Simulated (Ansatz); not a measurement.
# Σ3 (111) boundary in bcc Ta, starting shift (0.5, 0): structure and resistance

Wanted: what the Σ3 (111) boundary in bcc Ta, starting shift (0.5, 0) costs an interconnect.

Program: Ansatz 0.2.0. Level of theory: Ansatz plane-wave DFT, PBE, PAW files; relaxation of a bicrystal slab with its lowest layers held, in the first sound run; inputs show where later runs differ. Results are calculated unless marked as measured.

### 1. The starting structure

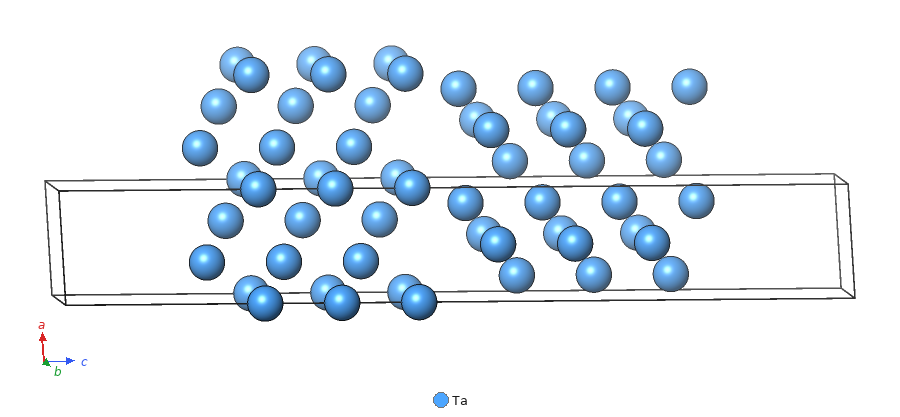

Start, viewed from the side, with the c axis across the page; tantalum blue. 2×1×1 cells are drawn. Some periodic images of atoms are drawn too.

The cell holds 19 atoms: 19 Ta. Its edges and angles: a = 4.671 Å, b = 4.671 Å, c = 29.314 Å, α = 90.0°, β = 90.0°, γ = 120.0°. It derives from Ta. built on the (1 1 1) plane; 2 overlapping atoms removed and the grains opened by 0.2 Å. Vacuum lies along c.

### 2. Relaxing the bicrystal

The boundary is built by mirroring the lower grain in the boundary plane and removing any atoms that overlap. A thin bicrystal slab is relaxed first, with the lowest layers held and the upper grain free to shift and open.

input.yaml

```yaml
crystal:
  lattice:
    - [4.6705251426, 0.0, 0.0]
    - [-2.3352625713, 4.0447934225, 0.0]
    - [0.0, 0.0, 29.3139720975]
  atoms:
    - { symbol: Ta, position: [0.3333333334, 0.6666666667, 0.1705671269] }
    - { symbol: Ta, position: [0.6666666667, 0.3333333334, 0.2030897393] }
    - { symbol: Ta, position: [0.0, 0.0, 0.2356123517] }
    - { symbol: Ta, position: [0.3333333334, 0.6666666667, 0.2681349642] }
    - { symbol: Ta, position: [0.6666666667, 0.3333333334, 0.3006575766] }
    - { symbol: Ta, position: [0.0, 0.0, 0.333180189] }
    - { symbol: Ta, position: [0.3333333333, 0.6666666667, 0.3657028014] }
    - { symbol: Ta, position: [0.6666666667, 0.3333333333, 0.3982254138] }
    - { symbol: Ta, position: [0.0, 0.0, 0.4307480262] }
    - { symbol: Ta, position: [0.8333333333, 0.6666666667, 0.502615936] }
    - { symbol: Ta, position: [0.5, 0.0, 0.5351385484] }
    - { symbol: Ta, position: [0.1666666667, 0.3333333334, 0.5676611609] }
    - { symbol: Ta, position: [0.8333333334, 0.6666666667, 0.6001837733] }
    - { symbol: Ta, position: [0.5, 0.0, 0.6327063857] }
    - { symbol: Ta, position: [0.1666666667, 0.3333333334, 0.6652289981] }
    - { symbol: Ta, position: [0.8333333334, 0.6666666667, 0.6977516105] }
    - { symbol: Ta, position: [0.5, 1.0e-10, 0.7302742229] }
    - { symbol: Ta, position: [0.1666666667, 0.3333333334, 0.7627968353] }
    - { symbol: Ta, position: [0.8333333334, 0.6666666668, 0.7953194477] }
kpoints:
  mp_grid: { grid: [6, 6, 1] }
hamiltonian:
  xc: pbe
scf:
  occupations: { method: fermi_dirac, width: 0.1 }
relax:
  f_tol: 0.03
  max_steps: 80
  constraints: [{ sites: [0, 1, 2, 3] }]
```

The run is started by

```
$ ansatz run input.yaml --threads 4 --pin off --max-ram 15360MiB --backend cpu --events-out ev --progress --plain --runs-dir out
```

Numbers of over 12 decimals in the logs are rounded to 6 here.

Log:

```text
Engine: ansatz 0.2.0, aarch64-unknown-linux-gnu
Pseudopotentials: kind: paw
Pseudopotential: Ta, paw, valence charge 13, recommended cutoff 420 eV (normal), Ta.paw.azcp
Functional definition: PBE
  parameter kappa = 0.804
  parameter beta = 0.066725
  exchange = pbe_x(kappa = kappa, mu = beta*pi^2/3)
  correlation = pbe_c(beta = beta)
Crystal: 19 atoms, lattice volume = 553.779 Å³
Basis set: ecut = 420 eV, 10843 PW (Γ), exchange–correlation on 64×64×400 points (8 copies of the dense FFT grid, shifted against one another)
Bands: 149, of which v1, the nominal top of the filled ones, is band 124 counted from 1 (123 counted from 0)
Symmetry: 2 space group operations
Space group: Cm (ITA 8), of the structure as read, at distance tolerance 8.2e-5 Å
k-points: 13 of 36 (time reversal used)
Non-local potential: Ta, projectors of the file, l = 0: 3, l = 1: 2, l = 2: 2, l = 3: 1
PAW form: soft (Blöchl's): semilocal exchange-correlation on the pseudo side does not see the compensation charge
PAW one-centre angular grid: Ta, 590 points (default); XC on 64 Gauss nodes
Initial density: superposition of atomic densities (neutral atoms: chi_scale 0, normalization atom), corrected by the library's trained network
Initial wavefunctions: pseudopotential atomic-orbital guess
Functional: x = pbe(κ = 0.804, μ = 0.219515), c = pbe(β = 0.066725)
SCF iter   1: F=—  HF=-188701.641787 eV  |F-HF|=—  |Δ(HF+E_count)|=         —  Δρ=5.48e-3  dr2=4.24e0  ethr=1.77e-3  ⟨swp⟩=9.3  Hψ=8946  notcnv=0
preconditioner: auto → LDOS  [metal: Δε(μ)=0.002 eV  Ē_g=3.561 eV  σ=0.100 eV  W_gap=0.00  n_scr=124 (ndim 8)  ℏωp=15.4 eV  f_vac=0.279  D(μ)=27.30/eV (n_scr^D=242)  β→1.0]
SCF iter   2: F=—  HF=-188701.587974 eV  |F-HF|=—  |Δ(HF+E_count)|=   5.38e-2  Δρ=1.66e-3  dr2=6.78e-2  ethr=1.72e-3  ⟨swp⟩=1.2  Hψ=2250  notcnv=0  defer=4
SCF iter   3: F=—  HF=-188701.588006 eV  |F-HF|=—  |Δ(HF+E_count)|=   3.24e-5  Δρ=7.69e-4  dr2=1.10e-2  ethr=2.75e-5  ⟨swp⟩=2.7  Hψ=3638  notcnv=0  defer=4
SCF iter   4: F=—  HF=-188701.586626 eV  |F-HF|=—  |Δ(HF+E_count)|=   1.38e-3  Δρ=2.19e-4  dr2=8.31e-4  ethr=4.44e-6  ⟨swp⟩=2.0  Hψ=3049  notcnv=0  defer=4
SCF iter   5: F=—  HF=-188701.586584 eV  |F-HF|=—  |Δ(HF+E_count)|=   4.17e-5  Δρ=7.65e-5  dr2=1.37e-4  ethr=3.36e-7  ⟨swp⟩=2.0  Hψ=2883  notcnv=0  defer=4
SCF iter   6: F=-188701.586575 eV  HF=-188701.586586 eV  |F-HF|=1.06e-5  |Δ(HF+E_count)|=   2.10e-6  Δρ=3.46e-5  dr2=1.74e-5  ethr=9.11e-9  ⟨swp⟩=3.9  Hψ=8036  notcnv=0
SCF 1 converged in 6 iterations: F = -188701.586575 eV  dr2 = 1.74e-5
  greatest PAW one-centre occupation: 1.000 electrons in one spin orbital (limit 2), on the Ta atom at site 17 (counted from 0), in its partial waves of l = 0
relax step   1: F+E_penalty+E_count = -188701.58657539 eV  Δ(F+E_penalty+E_count) = +0.000e0 eV  max|allowed force component| = 2.125e0 eV/Å  Δτ_max = 0.0000 Å  (6 SCF iters, dr2 threshold 2.25e-5 eV, accepted)
Initial density: handed on by an earlier stage of this run
Initial wavefunctions: those handed on with the density
iter 1 solved again at ethr=2.41e-3 eV; its pass at ethr=3.10e-3 eV (dr2=5.95e0 eV) is discarded
SCF iter   1: F=—  HF=-188702.928257 eV  |F-HF|=—  |Δ(HF+E_count)|=         —  Δρ=1.34e-2  dr2=7.17e0  ethr=2.41e-3  ⟨swp⟩=1.2  Hψ=6700  notcnv=0  defer=4
preconditioner: auto → LDOS  [metal: Δε(μ)=0.015 eV  Ē_g=3.598 eV  σ=0.100 eV  W_gap=0.04  n_scr=124 (ndim 8)  ℏωp=15.4 eV  f_vac=0.284  D(μ)=27.79/eV (n_scr^D=256)  β→1.0]
SCF iter   2: F=—  HF=-188702.678493 eV  |F-HF|=—  |Δ(HF+E_count)|=   2.50e-1  Δρ=7.53e-3  dr2=8.11e-1  ethr=2.41e-3  ⟨swp⟩=3.7  Hψ=3033  notcnv=0  defer=4
SCF iter   3: F=—  HF=-188702.561925 eV  |F-HF|=—  |Δ(HF+E_count)|=   1.17e-1  Δρ=2.78e-3  dr2=1.29e-1  ethr=3.28e-4  ⟨swp⟩=2.5  Hψ=3814  notcnv=0  defer=4
SCF iter   4: F=—  HF=-188702.539027 eV  |F-HF|=—  |Δ(HF+E_count)|=   2.29e-2  Δρ=6.15e-4  dr2=1.19e-2  ethr=5.22e-5  ⟨swp⟩=2.0  Hψ=3163  notcnv=0  defer=4
SCF iter   5: F=—  HF=-188702.539023 eV  |F-HF|=—  |Δ(HF+E_count)|=   3.93e-6  Δρ=1.91e-4  dr2=6.15e-4  ethr=4.82e-6  ⟨swp⟩=2.0  Hψ=2472  notcnv=0  defer=4
SCF iter   6: F=—  HF=-188702.539037 eV  |F-HF|=—  |Δ(HF+E_count)|=   1.36e-5  Δρ=7.41e-5  dr2=1.06e-4  ethr=2.49e-7  ⟨swp⟩=2.0  Hψ=2789  notcnv=0  defer=4
SCF iter   7: F=-188702.539034 eV  HF=-188702.539047 eV  |F-HF|=1.34e-5  |Δ(HF+E_count)|=   1.03e-5  Δρ=2.96e-5  dr2=1.89e-5  ethr=4.05e-8  ⟨swp⟩=3.0  Hψ=7251  notcnv=0
SCF 2 converged in 7 iterations: F = -188702.539034 eV  dr2 = 1.89e-5
relax step   2: F+E_penalty+E_count = -188702.53903381 eV  Δ(F+E_penalty+E_count) = -9.525e-1 eV  max|allowed force component| = 7.984e-1 eV/Å  Δτ_max = 0.1948 Å  (7 SCF iters, dr2 threshold 1.00e-4 eV, accepted)
SCF iter   1: F=—  HF=-188703.275325 eV  |F-HF|=—  |Δ(HF+E_count)|=         —  Δρ=1.20e-2  dr2=1.12e1  ethr=3.10e-3  ⟨swp⟩=6.6  Hψ=5094  notcnv=0  defer=3
preconditioner: auto → LDOS  [metal: Δε(μ)=0.007 eV  Ē_g=3.610 eV  σ=0.100 eV  W_gap=0.02  n_scr=124 (ndim 8)  ℏωp=15.4 eV  f_vac=0.288  D(μ)=25.89/eV (n_scr^D=230)  β→1.0]
SCF iter   2: F=—  HF=-188703.060299 eV  |F-HF|=—  |Δ(HF+E_count)|=   2.15e-1  Δρ=3.98e-3  dr2=6.90e-1  ethr=3.10e-3  ⟨swp⟩=1.7  Hψ=2299  notcnv=0  defer=7
SCF iter   3: F=—  HF=-188703.047595 eV  |F-HF|=—  |Δ(HF+E_count)|=   1.27e-2  Δρ=2.44e-3  dr2=1.07e-1  ethr=2.79e-4  ⟨swp⟩=2.1  Hψ=3161  notcnv=0  defer=8
SCF iter   4: F=—  HF=-188703.026639 eV  |F-HF|=—  |Δ(HF+E_count)|=   2.10e-2  Δρ=3.54e-4  dr2=2.95e-3  ethr=4.33e-5  ⟨swp⟩=2.0  Hψ=3109  notcnv=0  defer=8
SCF iter   5: F=—  HF=-188703.026647 eV  |F-HF|=—  |Δ(HF+E_count)|=   7.98e-6  Δρ=1.25e-4  dr2=3.14e-4  ethr=1.19e-6  ⟨swp⟩=2.0  Hψ=2577  notcnv=0  defer=8
SCF iter   6: F=-188703.026623 eV  HF=-188703.026641 eV  |F-HF|=1.84e-5  |Δ(HF+E_count)|=   5.94e-6  Δρ=4.77e-5  dr2=3.67e-5  ethr=1.61e-8  ⟨swp⟩=3.8  Hψ=7853  notcnv=0
SCF 3 converged in 6 iterations: F = -188703.026623 eV  dr2 = 3.67e-5
relax step   3: F+E_penalty+E_count = -188703.02662271 eV  Δ(F+E_penalty+E_count) = -4.876e-1 eV  max|allowed force component| = 8.858e-1 eV/Å  Δτ_max = 0.1944 Å  (6 SCF iters, dr2 threshold 3.98e-5 eV, accepted)
[... from here on, the SCF cycles and remarks between the steps are left out ...]
relax step   4: F+E_penalty+E_count = -188703.42357587 eV  Δ(F+E_penalty+E_count) = -3.970e-1 eV  max|allowed force component| = 9.592e-1 eV/Å  Δτ_max = 0.2000 Å  (6 SCF iters, dr2 threshold 1.00e-4 eV, accepted)
relax step   5: F+E_penalty+E_count = -188703.73861252 eV  Δ(F+E_penalty+E_count) = -3.150e-1 eV  max|allowed force component| = 4.820e-1 eV/Å  Δτ_max = 0.1947 Å  (5 SCF iters, dr2 threshold 1.00e-4 eV, accepted)
relax step   6: F+E_penalty+E_count = -188703.99799581 eV  Δ(F+E_penalty+E_count) = -2.594e-1 eV  max|allowed force component| = 3.723e-1 eV/Å  Δτ_max = 0.1918 Å  (7 SCF iters, dr2 threshold 5.87e-5 eV, accepted)
relax step   7: F+E_penalty+E_count = -188704.18141833 eV  Δ(F+E_penalty+E_count) = -1.834e-1 eV  max|allowed force component| = 2.177e-1 eV/Å  Δτ_max = 0.2000 Å  (7 SCF iters, dr2 threshold 3.50e-5 eV, accepted)
relax step   8: F+E_penalty+E_count = -188704.28674381 eV  Δ(F+E_penalty+E_count) = -1.053e-1 eV  max|allowed force component| = 2.215e-1 eV/Å  Δτ_max = 0.1935 Å  (7 SCF iters, dr2 threshold 1.62e-5 eV, accepted)
relax step   9: F+E_penalty+E_count = -188704.35283514 eV  Δ(F+E_penalty+E_count) = -6.609e-2 eV  max|allowed force component| = 1.003e-1 eV/Å  Δτ_max = 0.2000 Å  (7 SCF iters, dr2 threshold 1.68e-5 eV, accepted)
relax step  10: F+E_penalty+E_count = -188704.38246595 eV  Δ(F+E_penalty+E_count) = -2.963e-2 eV  max|allowed force component| = 4.063e-2 eV/Å  Δτ_max = 0.1955 Å  (8 SCF iters, dr2 threshold 2.06e-6 eV, accepted)
relax step  11: F+E_penalty+E_count = -188704.39488973 eV  Δ(F+E_penalty+E_count) = -1.242e-2 eV  max|allowed force component| = 5.901e-2 eV/Å  Δτ_max = 0.1952 Å  (8 SCF iters, accepted)
relax step  12: F+E_penalty+E_count = -188704.39939929 eV  Δ(F+E_penalty+E_count) = -4.510e-3 eV  max|allowed force component| = 5.696e-2 eV/Å  Δτ_max = 0.1255 Å  (9 SCF iters, accepted)
relax step  13: F+E_penalty+E_count = -188704.40207540 eV  Δ(F+E_penalty+E_count) = -2.676e-3 eV  max|allowed force component| = 3.427e-2 eV/Å  Δτ_max = 0.0733 Å  (6 SCF iters, dr2 threshold 3.02e-6 eV, accepted)
relax step  14: F+E_penalty+E_count = -188704.39976310 eV  Δ(F+E_penalty+E_count) = +2.312e-3 eV  max|allowed force component| = 1.585e-1 eV/Å  Δτ_max = 0.1183 Å  (9 SCF iters, rejected (line search))
relax step  15: F+E_penalty+E_count = -188704.40271660 eV  Δ(F+E_penalty+E_count) = -6.412e-4 eV  max|allowed force component| = 5.394e-2 eV/Å  Δτ_max = 0.0573 Å  (9 SCF iters, accepted)
relax step  16: F+E_penalty+E_count = -188704.40359754 eV  Δ(F+E_penalty+E_count) = -8.809e-4 eV  max|allowed force component| = 2.404e-2 eV/Å  Δτ_max = 0.0591 Å  (7 SCF iters, dr2 threshold 1.05e-6 eV, accepted)
iter 1 solved again at ethr=1.74e-10 eV; its pass at ethr=3.10e-3 eV (dr2=4.31e-7 eV) is discarded
SCF iter   1: F=—  HF=-188704.403571 eV  |F-HF|=—  |Δ(HF+E_count)|=         —  Δρ=3.93e-6  dr2=4.31e-7  ethr=1.74e-10  ⟨swp⟩=1.6  Hψ=4595  notcnv=0  defer=5
preconditioner: auto → LDOS  [metal: Δε(μ)=0.014 eV  Ē_g=3.718 eV  σ=0.100 eV  W_gap=0.03  n_scr=124 (ndim 8)  ℏωp=15.4 eV  f_vac=0.316  D(μ)=24.10/eV (n_scr^D=194)  β→1.0]
SCF iter   2: F=—  HF=-188704.403598 eV  |F-HF|=—  |Δ(HF+E_count)|=   2.69e-5  Δρ=3.31e-6  dr2=1.39e-7  ethr=1.74e-10  ⟨swp⟩=2.1  Hψ=3402  notcnv=0  defer=5
SCF iter   3: F=-188704.403598 eV  HF=-188704.403598 eV  |F-HF|=4.77e-9  |Δ(HF+E_count)|=   1.19e-8  Δρ=7.29e-7  dr2=6.28e-9  ethr=4.05e-11  ⟨swp⟩=5.0  Hψ=7070  notcnv=0
SCF 17 converged in 3 iterations: F = -188704.403598 eV  dr2 = 6.28e-9
relax step  17: F+E_penalty+E_count = -188704.40359788 eV  Δ(F+E_penalty+E_count) = -3.410e-7 eV  max|allowed force component| = 2.404e-2 eV/Å  Δτ_max = 0.0000 Å  (3 SCF iters, accepted)
SCF converged after 3 iterations
Free energy (F): -188704.403598 eV
Harris-Foulkes:  -188704.403598 eV  (|F-HF|=4.77e-9)
Internal energy: -188703.607861 eV  (E = F + TS)
E sigma→0 (E₀):  -188704.005729 eV
Entropy (-TS):   -0.795737 eV (-41.881 meV/atom)
Fermi energy:    10.305572 eV
--- Per-component energies (eV) ---
  E_band       = -4059.094338
  E_kinetic    = 6940.528007
  E_local      = -206857.396643  (includes V_loc(G=0)·N_el)
  E_nonlocal   = 286.576655
  E_hartree    = 100789.768819
  E_xc         = -4140.558356
  E_vxc        = -3863.365073  (∫ρ·V_xc dr)
  E_paw        = -159535.539908  (= ΣΔE_a)
  E_vpaw       = -2144.968474  (= ΣTr[D̂ρ^β])
  E_aug_tail   = 0.002856  (compensation charges beyond the density's cutoff)
  E_ewald      = 73813.010708
  E_smearing   = -0.795737  (= −TS)
  E_closure    = -0.000000  (closes the sum)
  Σ components = -188704.403598   (vs F -188704.403598, Δ=0.00e0)
--- Forces (eV/Å), atoms counted from 1 ---
  atom   1  Ta     0.00000000    -0.00206953     1.84669834
  atom   2  Ta    -0.00000000    -0.00311927    -0.02769083
  atom   3  Ta    -0.00000000     0.02081931    -1.32578764
  atom   4  Ta     0.00000000    -0.00375315    -0.49069787
  atom   5  Ta    -0.00000000    -0.00647650    -0.00871760
  atom   6  Ta     0.00000000     0.00263656     0.00065643
  atom   7  Ta     0.00000000     0.01122525     0.01669828
  atom   8  Ta    -0.00000000    -0.01189028    -0.00893200
  atom   9  Ta    -0.00000000    -0.00771036    -0.00109536
  atom  10  Ta    -0.00000000    -0.00036450     0.00407291
  atom  11  Ta     0.00000000     0.00489946    -0.00482195
  atom  12  Ta     0.00000000    -0.00005329     0.00102233
  atom  13  Ta    -0.00000000    -0.00204416    -0.00367609
  atom  14  Ta    -0.00000000     0.00012612    -0.00953917
  atom  15  Ta    -0.00000000     0.00006755     0.00895113
  atom  16  Ta     0.00000000     0.00136438    -0.00078356
  atom  17  Ta    -0.00000000    -0.00145866     0.02404450
  atom  18  Ta    -0.00000000     0.00062849    -0.00368622
  atom  19  Ta     0.00000000    -0.00280737    -0.01673192
  max |Σ_I F_I| component: 2.00e-5 eV/Å
--- Relaxed structure (17 steps of the walk, 16 accepted, 0 SCFs on fresh bases) ---
  F+E_penalty+E_count = -188704.40359788 eV   max|allowed force component| = 2.404e-2 eV/Å
  atoms:
    - { symbol: Ta, position: [0.33333333335, 0.6666666667, 0.170567] }
    - { symbol: Ta, position: [0.666667, 0.3333333334, 0.2030897393] }
    - { symbol: Ta, position: [0.0, 0.0, 0.235612] }
    - { symbol: Ta, position: [0.33333333335, 0.6666666667, 0.2681349642] }
    - { symbol: Ta, position: [0.666712, 0.333424, 0.298249] }
    - { symbol: Ta, position: [0.00030856, 0.000617119, 0.333964] }
    - { symbol: Ta, position: [0.333716, 0.667432, 0.368841] }
    - { symbol: Ta, position: [0.668611, 0.337222, 0.391301] }
    - { symbol: Ta, position: [0.012205, 0.024410, 0.435012] }
    - { symbol: Ta, position: [0.687902, 0.375804, 0.477548] }
    - { symbol: Ta, position: [0.356294, -0.287413, 0.501020] }
    - { symbol: Ta, position: [0.022888, 0.045775, 0.535411] }
    - { symbol: Ta, position: [0.690393, 0.380787, 0.569963] }
    - { symbol: Ta, position: [0.356880, -0.286240, 0.602069] }
    - { symbol: Ta, position: [0.023178, 0.046357, 0.634417] }
    - { symbol: Ta, position: [0.689992, 0.379983, 0.665930] }
    - { symbol: Ta, position: [0.356909, -0.286181, 0.703414] }
    - { symbol: Ta, position: [0.023690, 0.047379, 0.730393] }
    - { symbol: Ta, position: [0.690466, 0.380931, 0.756099] }
```

Wall time 8.4 min (4 threads of Arm Neoverse V1, shared host); peak memory 2.1 GiB.

Step by step:

| step | energy less that of the first step (eV) | largest force component (eV/Å) |
| --- | --- | --- |
| 1 | 0.0000 | 2.1255 |
| 2 | -0.9525 | 0.7984 |
| 3 | -1.4400 | 0.8858 |
| 4 | -1.8370 | 0.9592 |
| 5 | -2.1520 | 0.4820 |
| 6 | -2.4114 | 0.3723 |
| 7 | -2.5948 | 0.2177 |
| 8 | -2.7002 | 0.2215 |
| 9 | -2.7663 | 0.1003 |
| 10 | -2.7959 | 0.0406 |
| 11 | -2.8083 | 0.0590 |
| 12 | -2.8128 | 0.0570 |
| 13 | -2.8155 | 0.0343 |
| 14 | -2.8132 | 0.1585 |
| 15 | -2.8161 | 0.0539 |
| 16 | -2.8170 | 0.0240 |
| 17 | -2.8170 | 0.0240 |

Relaxation step 14 was tried and not accepted.

Forces are held to the 2 operations that the run works with; a distortion that breaks them can't arise in this run.

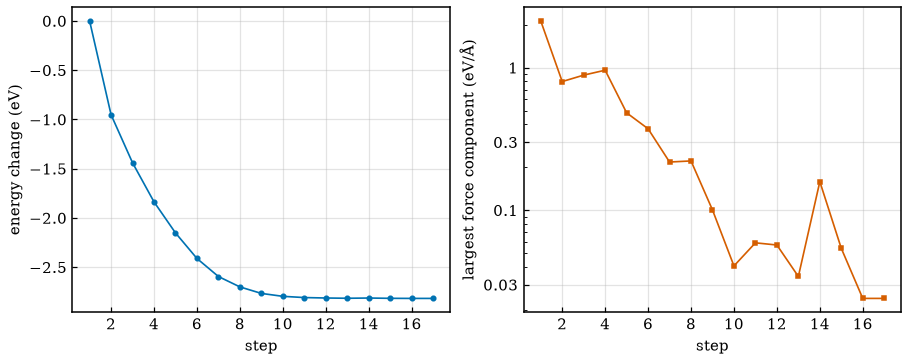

Energy and largest force along the relaxation.

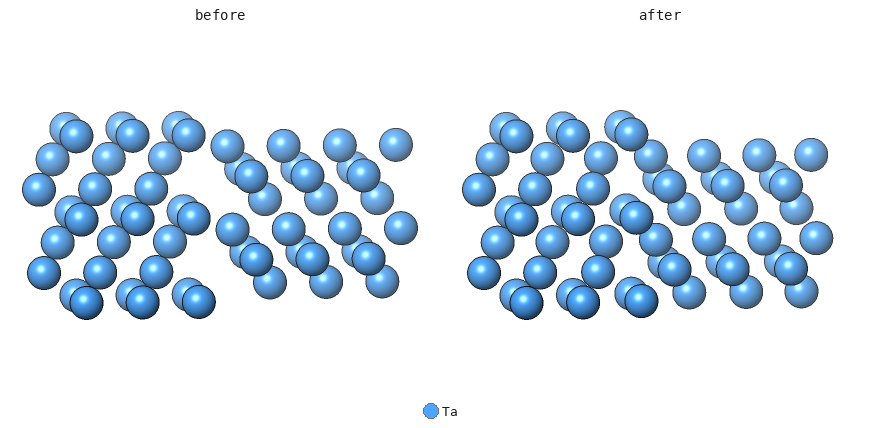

The structure before and after the relaxation, drawn at the same scale.

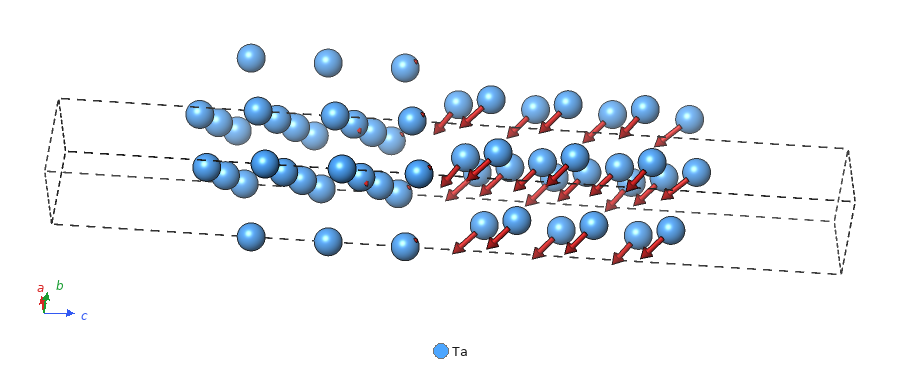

Displacements in the relaxation, scaled; the longest in the cell stands for 1.63 Å. 2×1×1 cells are drawn. Some periodic images of atoms are drawn too.

The atoms that moved most (Å):

| atom | dx | dy | dz | length |
| --- | --- | --- | --- | --- |
| Ta19 | 0.000 | -1.156 | -1.150 | 1.630 |
| Ta11 | 0.000 | -1.163 | -1.000 | 1.534 |
| Ta12 | 0.000 | -1.163 | -0.945 | 1.499 |
| Ta18 | 0.000 | -1.157 | -0.950 | 1.497 |
| Ta16 | 0.000 | -1.160 | -0.933 | 1.488 |
| Ta15 | 0.000 | -1.161 | -0.903 | 1.471 |
| Ta14 | 0.000 | -1.158 | -0.898 | 1.465 |
| Ta13 | 0.000 | -1.156 | -0.886 | 1.457 |

This step gave:

| Quantity | Value |
| --- | --- |
| free energy | -188704.4036 eV |
| energy at zero smearing | -188704.0057 eV |
| Fermi energy | 10.31 eV |

The largest force component on a free atom ends at 0.024 eV/Å, under the tolerance of 0.03, after 17 steps.

(Continued in part 2 of 3.)

[Logs are printed without paths, hosts, clocks, repeated set-up lines and the standing remarks that a program may print on its own settings, such as how far it seeks lower states.]

[Hosts, paths, dates, database ids (printed as entryN), source tags and the programs' standing remarks are cut or masked in the printed files.]
